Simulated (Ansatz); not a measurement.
CuAu: pressure series

Base system: CuAu (space group P4/mmm, No. 123; a = 2.882 Å, c = 3.615 Å).

Cell and atoms are relaxed at each pressure.

Method: Ansatz (a program for electronic structure) PBE, no spin-orbit coupling.

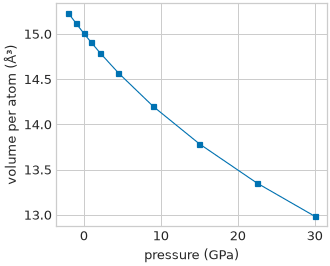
Fig. 1. Volume per atom against pressure

Question: From the plot, what is the volume per atom for pressure 30 GPa?

Answer: About 13.0 Å³.

Question: Is the trend monotonic over the range shown?

Answer: Yes, it falls throughout, spanning 12.99 Å³ to 15.23 Å³.

Load acts through the strain it causes; cell and atoms are relaxed under it. No phonon test of stability was made. Competing high-pressure phases were not computed. The final runs are not spin-polarised.
